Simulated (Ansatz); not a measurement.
**Cu(PH3)(OH) (CuH4OP): a spread of methods and bases**

Aim: run Cu(PH3)(OH) (CuH4OP) under a spread of inputs, and see what each costs and gives.

Computed with Ansatz 0.2.0, Gaussian basis. Level: the settings change from run to run.

## (1) The molecule

An earlier B3LYP-D4 in a triple-zeta def2 set relaxation fixed the geometry.

7 atoms, charge 0, spin multiplicity 1.

Atoms are counted from 1 here; the program's logs count them from 0.

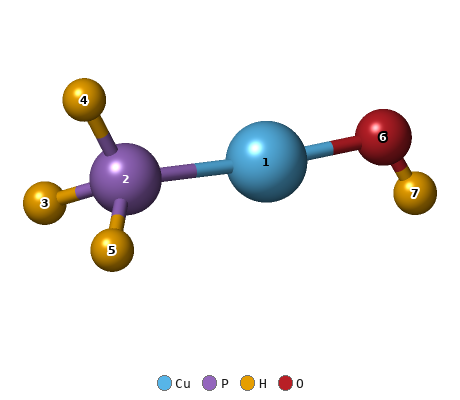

The structure; copper blue, phosphorus purple, hydrogen amber, oxygen red; atoms are numbered from 1 in the order of the file.

## (2) PBE0/6-31G

Contents of in.yaml:

```yaml
crystal:
  periodic: [false, false, false]
  atoms:
    - {symbol: Cu, position_ang: [-0.030562, 0.052261, -0.950342]}
    - {symbol: P, position_ang: [-0.060547, 0.078288, 1.203233]}
    - {symbol: H, position_ang: [-0.770439, -0.914153, 1.908138]}
    - {symbol: H, position_ang: [-0.593772, 1.204891, 1.860317]}
    - {symbol: H, position_ang: [1.152493, -0.007994, 1.914608]}
    - {symbol: O, position_ang: [-0.078251, 0.150640, -2.742916]}
    - {symbol: H, position_ang: [0.381088, -0.563942, -3.193027]}
basis:
  gaussian: {orbitals: 6-31G}
hamiltonian: {xc: {name: PBE0}}
scf: {omitted_lower_state_checks: [starts]}
output: {forces: true}
```

Command:

```sh
ansatz run in.yaml --threads 4 --pin off --events-out ev --progress --plain --max-ram 3916MiB
```

Standard output (excerpt; [...] marks lines left out):

```text
Functional definition: PBE0
  name "PBE0"
  cite "Adamo & Barone, J. Chem. Phys. 110, 6158 (1999) doi:10.1063/1.478522"
  cite "Perdew, Burke & Ernzerhof, Phys. Rev. Lett. 77, 3865 (1996) doi:10.1103/PhysRevLett.77.3865"
  parent pbe
[...]
629 factors; integrals over basis functions are off by at most 2.6e-4 eV
[...]
mean field -56018.84549260 eV, -2058.6546009158 hartree, gradient 2.2e-5 eV, S^2 0.000000; 0 other end points of the search recorded, 0 dependent functions left out
[...]
reference -56018.84552720 eV, -2058.6546021872 hartree; 28, 28 occupied and 31, 31 virtual orbitals, 629 factors
Total energy: -56018.84552720 eV, -2058.6546021872 hartree
Atom 0 at    -0.030562     0.052261    -0.950342 Å, force    -0.121055     0.198639    -1.191818 eV/Å
Atom 1 at    -0.060547     0.078288     1.203233 Å, force     0.019299    -0.021947    -0.354214 eV/Å
Atom 2 at    -0.770439    -0.914153     1.908138 Å, force    -0.282476    -0.392694     0.181196 eV/Å
Atom 3 at    -0.593772     1.204891     1.860317 Å, force    -0.208266     0.438117     0.157556 eV/Å
Atom 4 at     1.152493    -0.007994     1.914608 Å, force     0.480378    -0.033814     0.187974 eV/Å
Atom 5 at    -0.078251     0.150640    -2.742916 Å, force    -0.110637     0.153674     1.537090 eV/Å
Atom 6 at     0.381088    -0.563942    -3.193027 Å, force     0.222756    -0.341975    -0.517783 eV/Å
Dipole moment:     0.148902    -0.245341     1.226722 e Å
Checks for a lower state left out: starts
```

Wall time 1.1 s (4 threads of Intel Xeon at 2.60GHz, shared host).

Largest force 1.549 eV/Å, dipole 6.05 D.

## (3) HSE06/aug-cc-pVDZ

Options: multiplicity 3, atoms shaken by 0.08 Å.

Contents of in.yaml:

```yaml
crystal:
  periodic: [false, false, false]
  atoms:
    - {symbol: Cu, position_ang: [-0.107707, 0.100055, -0.948953]}
    - {symbol: P, position_ang: [-0.040107, 0.163420, 1.336554]}
    - {symbol: H, position_ang: [-0.689227, -0.898936, 1.901124]}
    - {symbol: H, position_ang: [-0.463639, 1.299776, 1.968317]}
    - {symbol: H, position_ang: [1.277396, -0.104178, 1.845621]}
    - {symbol: O, position_ang: [-0.038583, 0.132116, -2.708548]}
    - {symbol: H, position_ang: [0.490895, -0.451974, -3.203423]}
basis:
  gaussian: {orbitals: aug-cc-pVDZ}
magnetization: {spin_polarized: true, initial_magnetization: 2}
hamiltonian: {xc: {name: HSE06}}
output: {forces: true}
```

The command is unchanged.

Standard output (excerpt; [...] marks lines left out):

```text
Functional definition: HSE06
  name "HSE06"
  cite "Heyd, Scuseria & Ernzerhof, J. Chem. Phys. 118, 8207 (2003) doi:10.1063/1.1564060"
  cite "Krukau, Vydrov, Izmaylov & Scuseria, J. Chem. Phys. 125, 224106 (2006) doi:10.1063/1.2404663"
  cite "Heyd & Scuseria, J. Chem. Phys. 120, 7274 (2004) doi:10.1063/1.1668634"
  cite "Ernzerhof & Perdew, J. Chem. Phys. 109, 3313 (1998) doi:10.1063/1.476928"
  cite "Perdew, Burke & Ernzerhof, Phys. Rev. Lett. 77, 3865 (1996) doi:10.1103/PhysRevLett.77.3865"
  parent pbe
[...]
  # The whole range is PBE's own exchange, as in plane waves. The composition of these papers is wPBEh.
[...]
1472 factors; integrals over basis functions are off by at most 7.9e-4 eV
166 factors; integrals over basis functions are off by at most 5.6e-6 eV
[...]
mean field -56027.12346753 eV, -2058.9588108834 hartree, gradient 7.3e-6 eV, S^2 2.007263; 9 other end points of the search recorded, 0 dependent functions left out
[...]
reference -56027.12354168 eV, -2058.9588136083 hartree; 29, 27 occupied and 116, 118 virtual orbitals, 1472 factors
Total energy: -56027.12354168 eV, -2058.9588136083 hartree
Atom 0 at    -0.107707     0.100055    -0.948953 Å, force    -0.696287    -1.236833    -0.345578 eV/Å
Atom 1 at    -0.040107     0.163420     1.336554 Å, force     1.840905     0.116515    -1.544257 eV/Å
Atom 2 at    -0.689227    -0.898936     1.901124 Å, force    -0.792277    -0.641823     0.534415 eV/Å
Atom 3 at    -0.463639     1.299776     1.968317 Å, force    -0.814299     1.220361     1.413989 eV/Å
Atom 4 at     1.277396    -0.104178     1.845621 Å, force     0.200687    -0.037864     0.412304 eV/Å
Atom 5 at    -0.038583     0.132116    -2.708548 Å, force    -0.902590     1.931128     0.513357 eV/Å
Atom 6 at     0.490895    -0.451974    -3.203423 Å, force     1.163862    -1.351484    -0.984231 eV/Å
Dipole moment:     0.289675     0.198010     0.448410 e Å
```

Run time: 22 s. Hardware: 4 threads of Intel Xeon at 2.60GHz, shared host; peak memory 0.66 GiB.

Largest force 2.406 eV/Å, dipole 2.73 D, ⟨S²⟩ 2.007.

## (4) SVWN5/aug-cc-pVDZ

Contents of in.yaml:

```yaml
crystal:
  periodic: [false, false, false]
  atoms:
    - {symbol: Cu, position_ang: [-0.030562, 0.052261, -0.950342]}
    - {symbol: P, position_ang: [-0.060547, 0.078288, 1.203233]}
    - {symbol: H, position_ang: [-0.770439, -0.914153, 1.908138]}
    - {symbol: H, position_ang: [-0.593772, 1.204891, 1.860317]}
    - {symbol: H, position_ang: [1.152493, -0.007994, 1.914608]}
    - {symbol: O, position_ang: [-0.078251, 0.150640, -2.742916]}
    - {symbol: H, position_ang: [0.381088, -0.563942, -3.193027]}
basis:
  gaussian: {orbitals: aug-cc-pVDZ}
hamiltonian: {xc: {name: SVWN5}}
scf: {omitted_lower_state_checks: [starts]}
output: {forces: true}
```

Launched as before.

Standard output (excerpt; [...] marks lines left out):

```text
Functional definition: SVWN5
  name "SVWN5"
  cite "Dirac, Proc. Camb. Phil. Soc. 26, 376 (1930) doi:10.1017/S0305004100016108"
  cite "Slater, Phys. Rev. 81, 385 (1951) doi:10.1103/PhysRev.81.385"
  cite "Vosko, Wilk & Nusair, Can. J. Phys. 58, 1200 (1980) doi:10.1139/p80-159"
[...]
1333 factors; their error is unknown
[...]
mean field -55919.85791431 eV, -2055.0168745099 hartree, gradient 2.7e-5 eV, S^2 0.000000; 0 other end points of the search recorded, 0 dependent functions left out
[...]
reference -55919.85798370 eV, -2055.0168770600 hartree; 28, 28 occupied and 117, 117 virtual orbitals, 1333 factors
Total energy: -55919.85798370 eV, -2055.0168770600 hartree
Atom 0 at    -0.030562     0.052261    -0.950342 Å, force    -0.023134     0.042481    -0.289506 eV/Å
Atom 1 at    -0.060547     0.078288     1.203233 Å, force     0.021407    -0.022081    -1.571344 eV/Å
Atom 2 at    -0.770439    -0.914153     1.908138 Å, force    -0.310201    -0.436693     0.313638 eV/Å
Atom 3 at    -0.593772     1.204891     1.860317 Å, force    -0.233061     0.490395     0.291792 eV/Å
Atom 4 at     1.152493    -0.007994     1.914608 Å, force     0.531968    -0.040755     0.315527 eV/Å
Atom 5 at    -0.078251     0.150640    -2.742916 Å, force    -0.316956     0.480003     1.206908 eV/Å
Atom 6 at     0.381088    -0.563942    -3.193027 Å, force     0.329978    -0.513351    -0.267014 eV/Å
Dipole moment:     0.113045    -0.189325     1.186038 e Å
Checks for a lower state left out: starts
```

Wall time 1.2 s (4 threads of Intel Xeon at 2.60GHz, shared host).

Largest force 1.572 eV/Å, dipole 5.79 D.

## (5) revPBE/def2-TZVP

This run has charge +1, multiplicity 2, atoms shaken by 0.03 Å.

Contents of in.yaml:

```yaml
crystal:
  periodic: [false, false, false]
  atoms:
    - {symbol: Cu, position_ang: [-0.066347, 0.043764, -0.925881]}
    - {symbol: P, position_ang: [-0.049582, 0.092135, 1.169532]}
    - {symbol: H, position_ang: [-0.755982, -0.886572, 1.924290]}
    - {symbol: H, position_ang: [-0.558306, 1.193868, 1.921628]}
    - {symbol: H, position_ang: [1.151362, -0.039139, 1.926938]}
    - {symbol: O, position_ang: [-0.022358, 0.100435, -2.757477]}
    - {symbol: H, position_ang: [0.432585, -0.583832, -3.158161]}
basis:
  gaussian: {orbitals: def2-TZVP}
total_charge: 1
magnetization: {spin_polarized: true, initial_magnetization: 1}
hamiltonian: {xc: {name: revPBE}}
scf: {omitted_lower_state_checks: [starts]}
output: {forces: true}
```

The command is unchanged.

Standard output (excerpt; [...] marks lines left out):

```text
Functional definition: revPBE
  name "revPBE"
  cite "Zhang & Yang, Phys. Rev. Lett. 80, 890 (1998) doi:10.1103/PhysRevLett.80.890"
  cite "Perdew, Burke & Ernzerhof, Phys. Rev. Lett. 77, 3865 (1996) doi:10.1103/PhysRevLett.77.3865"
[...]
1050 factors; their error is unknown
[...]
mean field -56030.35013918 eV, -2059.0773888795 hartree, gradient 6.8e-6 eV, S^2 0.753046; 0 other end points of the search recorded, 0 dependent functions left out
[...]
reference -56030.35019428 eV, -2059.0773909042 hartree; 28, 27 occupied and 109, 110 virtual orbitals, 1050 factors
Total energy: -56030.35019428 eV, -2059.0773909042 hartree
Atom 0 at    -0.066347     0.043764    -0.925881 Å, force    -0.106593    -0.043101    -1.937819 eV/Å
Atom 1 at    -0.049582     0.092135     1.169532 Å, force     0.029389     0.176412     3.136358 eV/Å
Atom 2 at    -0.755982    -0.886572     1.924290 Å, force    -0.130546    -0.206964    -0.404546 eV/Å
Atom 3 at    -0.558306     1.193868     1.921628 Å, force    -0.022292     0.121861    -0.457299 eV/Å
Atom 4 at     1.151362    -0.039139     1.926938 Å, force     0.157754    -0.004279    -0.428136 eV/Å
Atom 5 at    -0.022358     0.100435    -2.757477 Å, force    -1.938587     2.959339     2.072515 eV/Å
Atom 6 at     0.432585    -0.583832    -3.158161 Å, force     2.010875    -3.003268    -1.981072 eV/Å
Dipole moment:     0.135491    -0.239875     0.442253 e Å
Checks for a lower state left out: starts
```

It took 3 s on 4 threads of Intel Xeon at 2.60GHz, shared host.

Largest force 4.122 eV/Å, ⟨S²⟩ 0.753.

## (6) The runs in one table

| level | charge | multiplicity | geometry | functions | energy (eV) | time |
| --- | --- | --- | --- | --- | --- | --- |
| PBE0/6-31G | 0 | 1 | relaxed | 59 | -56018.846 | 1.1 s |
| HSE06/aug-cc-pVDZ | 0 | 3 | shaken | 145 | -56027.124 | 22 s |
| SVWN5/aug-cc-pVDZ | 0 | 1 | relaxed | 145 | -55919.858 | 1.2 s |
| revPBE/def2-TZVP | 1 | 2 | shaken | 137 | -56030.350 | 3 s |

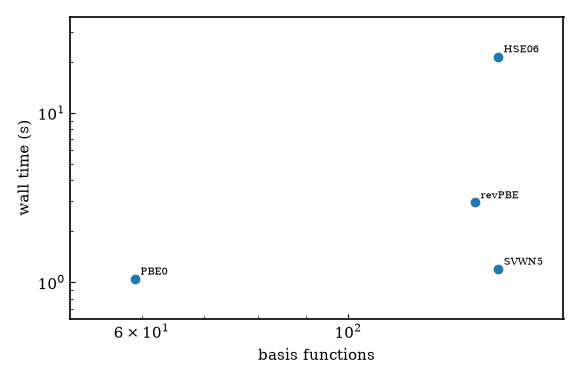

Wall time against the number of basis functions (shared host).

## (7) Results

| quantity | value |
| --- | --- |
| runs | 4 |
| quickest | PBE0/6-31G, 1.1 s |
| slowest | HSE06/aug-cc-pVDZ, 22 s |
| spread of total energies, same state and geometry | 99.0 eV |
| dipole, same state and geometry | 5.79 to 6.05 D |

In words: Run time spans a factor of 20, from PBE0/6-31G to HSE06/aug-cc-pVDZ. The jobs differ in tasks and options as well as level. Total energies at one charge and spin differ by 99 eV between levels, so only differences within one level mean anything. At the B3LYP-D4/def2-TZVP geometry and in the same state, the sound runs without point charges leave forces up to 1.57 eV/Å (SVWN5/aug-cc-pVDZ).
